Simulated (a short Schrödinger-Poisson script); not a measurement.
Stack: MOS inversion layer, SiO2 on p-type GaAs, at 400 K.

```
layer  material  thickness (nm)  Na (cm⁻³)
-----  --------  --------------  ---------
1          SiO2             1.5          -
2          GaAs            1400     1.2e17
```

The device is made up for the run: typed textbook-type constants, with dimensions and the other settings drawn at random. SiO2: permittivity 3.9, conduction-band edge (eV) 3.17, gap (eV) 9, electron mass (mₑ) 0.5. GaAs: permittivity 12.9, conduction-band edge (eV) 0, gap (eV) 1.424, Nv at 300 K (cm⁻³) 9e18.

Channel valleys (confinement mass, in-plane density-of-states mass, number): Γ 0.067, 0.067, 1. At the gate the conduction-band edge of layer 1 lies 3.42 eV − eVg above the Fermi level of the channel; the field vanishes at the back. Gaps are held at their typed values at every temperature. Mesh 0.03 nm at interfaces.

From a short Schrödinger-Poisson script (our own, NumPy): 1D Poisson equation in equilibrium, electrons quantum, Hartree (BenDaniel-Duke, 12 states a valley, the channel's in-plane mass for all, wave functions ending at the dielectric), parabolic valleys, classical holes, full ionisation, no traps, pinning or gate leakage.

Only gate voltages with over 1e8 electrons/cm² are shown.

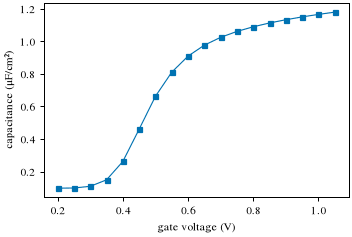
Quasi-static capacitance against gate voltage

```tsv
Vg (V)	electrons (cm⁻²)	C (μF/cm²)	Γ E0 (meV)	Γ E1 (meV)
0.2	2.99e8	0.0977	280.6	379.1
0.3	4.21e9	0.109	189.2	290.8
0.4	5.13e10	0.262	102.1	207.0
0.5	3.01e11	0.663	36.7	145.8
0.6	7.82e11	0.909	-4.8	109.6
0.7	1.38e12	1.03	-35.6	84.8
0.8	2.03e12	1.09	-61.9	64.9
0.9	2.72e12	1.13	-85.9	47.6
1	3.43e12	1.17	-108.6	32.1
```

Subbands count from the Fermi level.

Above a few 1e12 electrons/cm² a light Γ valley is non-parabolic and upper valleys begin to fill, which the model leaves out.
